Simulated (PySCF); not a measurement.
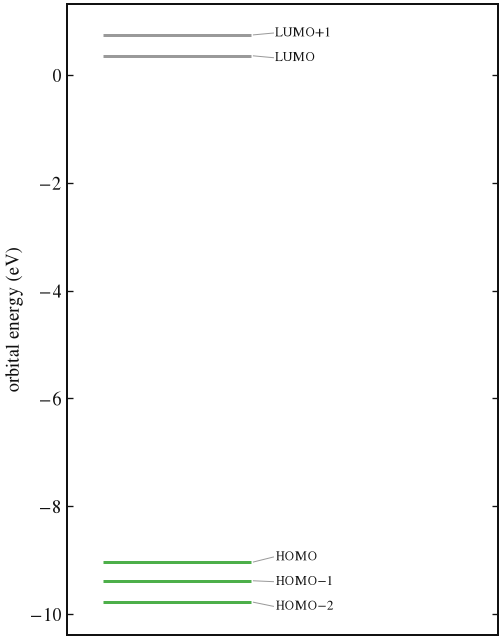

Kohn-Sham orbital energies near the frontier, CAM-B3LYP/def2-SVPD with PySCF, at a GFN2-xTB geometry (no frequency check), isolated molecule; empty levels in grey, levels within 0.03 eV side by side.

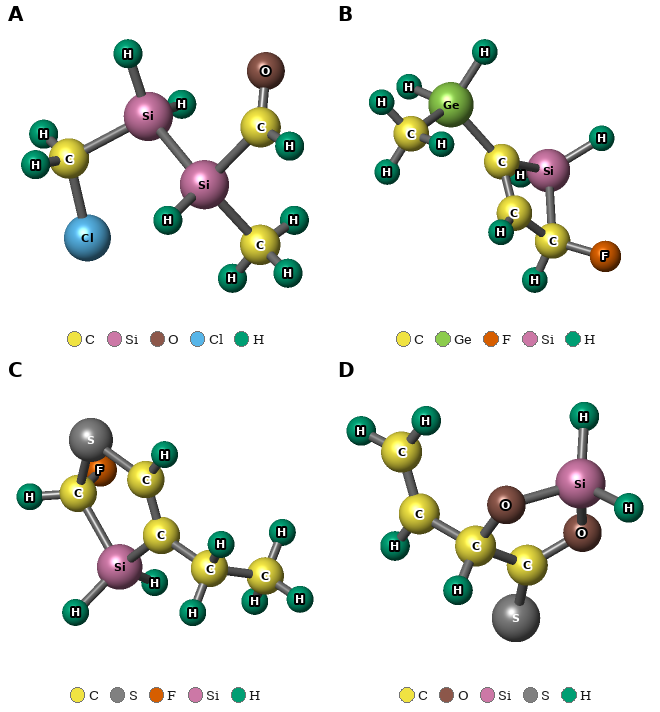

Question: Which molecule has this level scheme? The candidates are drawn in the second picture.

Answer: Structure B, C₄H₉FGeSi, SMILES [CH3][GeH2][C]1=C[C@H](F)[SiH2]1, singlet. HOMO −9.03 eV, LUMO 0.36 eV, separation 9.39 eV.

Known limits of this run: the tight-binding geometry is rougher than a DFT one and adds to the error; one conformer of a flexible molecule; empty levels above zero depend strongly on the basis.
